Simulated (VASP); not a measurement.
Consider the following.

```xyz
2
Lattice="2.9932 0.0000 0.0000 -1.4966 2.5922 0.0000 0.0000 0.0000 4.0511" Properties=species:S:1:pos:R:3 pbc="T T T"
Nb     0.0000     0.0000     4.0511
Si     1.4966     0.8641     2.0256
```

All values below come from PBEsol GGA, VASP's PBE PAW potentials (set 64) (plane waves; VASP). Numerical set-up: 400 eV cut-off, 16×16×10 Γ-centred mesh, tetrahedra with Blöchl corrections, potentials Nb_sv Si.

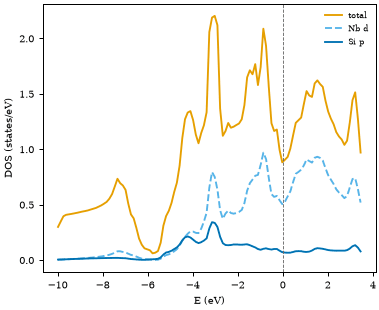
Total and projected density of states, zero at the Fermi level

Within 2 eV below the Fermi level the largest weight inside VASP's projection spheres is Nb d.

It has no gap at this level: it comes out as a metal or semimetal.

The structure was generated: NbSi was put into the WC type (P-6m2), which need not be its known phase. It was relaxed first, which changed the volume by -13 %. The electron count is odd and the run is not spin-polarised, which forces a metal.
